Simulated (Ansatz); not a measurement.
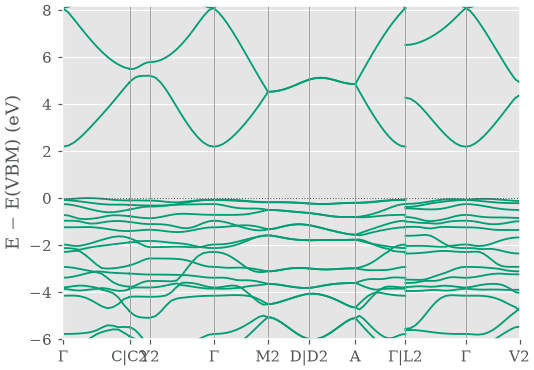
*Band structure from DFT-r²SCAN in the program Ansatz with PAW potentials*

Problem. Read off the gap and where the band edges lie.

Solution. About 2.2 eV (2.19 eV by a search for the band edges); maximum on the Γ–C line, 38 % of the way from Γ, minimum at Γ.

Problem. Pick the material that matches.
A) PdSe2O5, C2/c (Pearson symbol mS32)
B) SbO2F, Cc (Sb on 4a, O on 4a, O on 4a, F on 4a)
C) Na4CoO3, Cc (Pearson symbol mS32)
D) Mn2Cr3FeO8, C2/m (Pearson symbol mS28)

Solution. B, SbO2F, Cc (Sb on 4a, O on 4a, O on 4a, F on 4a)

The workflow started from a Materials Project entry (that database holds measured and hypothetical structures alike); the Crystallography Open Database copy checked does not list it. Whether it is the stable phase at ambient conditions was not checked. The r²SCAN relaxation kept the symmetry of its start; its stability against distortions is not shown here. Scalar-relativistic: spin–orbit coupling is off unless named, which matters more the heavier the elements.

Potentials: the later of the program's two PAW sets.
